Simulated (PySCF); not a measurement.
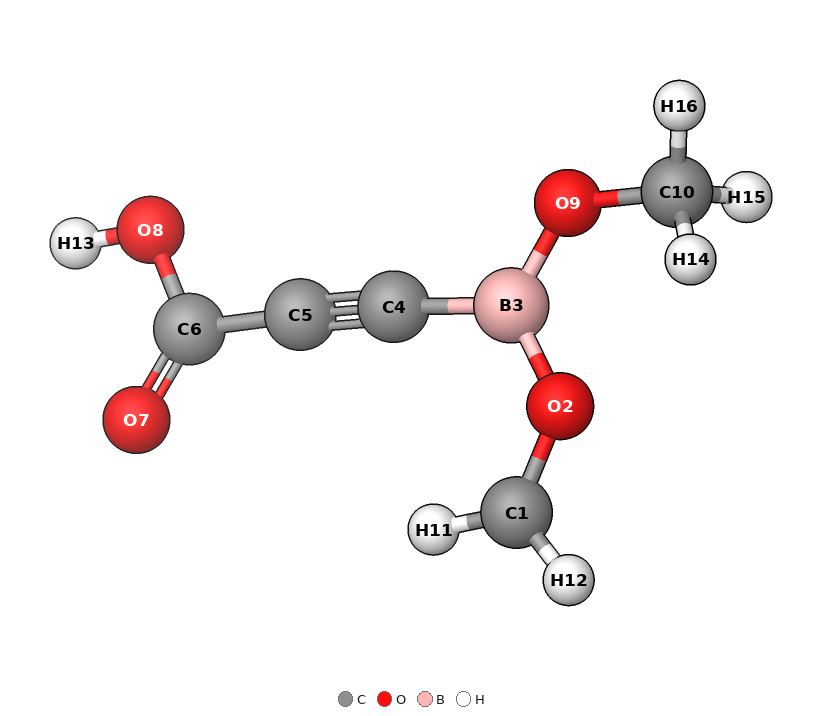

State: neutral, doublet. Computed geometry: GFN2-xTB optimisation. No frequency run is at hand to confirm it as a minimum. Method: UKS B3LYP, pcH-1 on B C H O, non-relativistic (PySCF 2.14.0). Fermi-contact and spin-dipolar terms alone, no spin-orbit part.

Question. Which nucleus has the largest dipolar (anisotropic) hyperfine coupling?

Answer. 13C at C1: principal values −80.4, −77.8, 158.2 MHz.

List the isotropic and dipolar parts for the most strongly coupled nuclei, one of each equivalent set.

```tsv
atom	isotope	a_iso (MHz)	dipolar part (MHz)
C1	13C	85.5	−80.4, −77.8, 158.2
H12	1H	−65.6	−37.7, −0.2, 37.9
H11	1H	−65.1	−37.0, −0.4, 37.4
O2	17O	−4.2	−34.8, 16.8, 18.0
O9	17O	−3.8	−10.5, 5.1, 5.4
B3	11B	1.1	−6.1, −1.2, 7.2
H14	1H	0.6	−1.9, −1.5, 3.3
H15	1H	2.3	−1.2, −0.9, 2.1
```

The geometry is semi-empirical. Around B such bond lengths and angles can be off by a tenth of an ångström or more and by several degrees, and values that hang on the shape move with them.
